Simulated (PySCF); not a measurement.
H7NSi2, SMILES `[SiH3]N[SiH3]`.

Level of theory: B3LYP/def2-SVPD (PySCF), at a geometry from GFN2-xTB. No frequency check shows the geometry to be a minimum.

Cartesian coordinates (Å):

```
Si1     -1.5618    0.1386   -0.0043
N2      -0.0001   -0.6082    0.0473
Si3      1.5618    0.1386   -0.0043
H4      -2.5164   -0.9183    0.3325
H5      -1.8640    0.6847   -1.3336
H6      -1.5550    1.2176    0.9802
H7      -0.0000   -1.5919   -0.1684
H8       2.5164   -0.9183    0.3325
H9       1.5551    1.2176    0.9802
H10      1.8640    0.6847   -1.3336
```

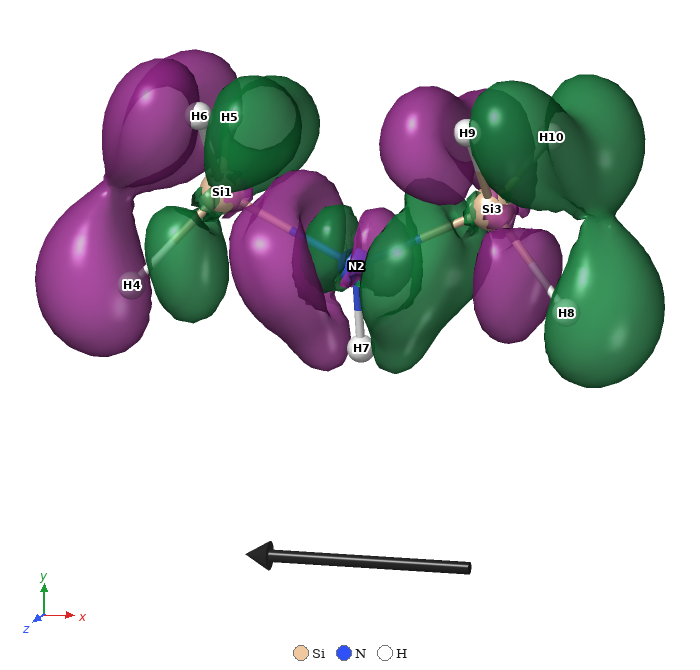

Change of the electron density in a uniform field of 0.21 V/Å along −x (arrow), surfaces at ±0.0015 e/Å³ (green: gain, purple: loss).

The field was applied in both directions; the picture shows the one opposite to the script's first.

Q: How large is the response?

A: The induced dipole is 0.73 D (along the field); α along this axis, from the fields in both directions, is 72 bohr³ (10.6 Å³).
